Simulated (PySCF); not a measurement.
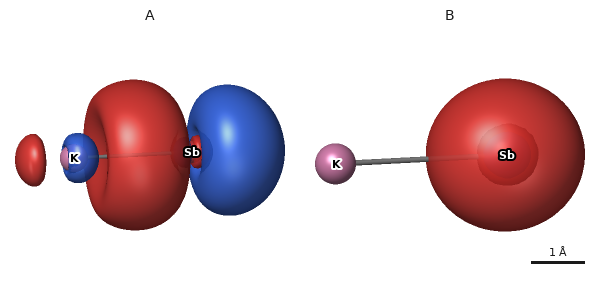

*KSb (triplet). Two frontier β-spin orbitals, each drawn at the value that holds 80 % of its norm (red and blue are the two phases), in no order; of a degenerate pair one member is drawn.*

Core potentials replace the inner electrons of Sb.

These are results of PBE0/def2-SVP, non-relativistic Hamiltonian with scalar-relativistic core potentials where named, at a bond length of 3.352 Å (PySCF), not measurements.

### Label each orbital by symmetry, say whether it is occupied, and order them by energy.

Orbital B: σ, occupied in this spin, −11.11 eV; almost wholly on Sb.
Orbital A: σ, occupied in this spin, −3.64 eV; mainly on Sb (75 %).
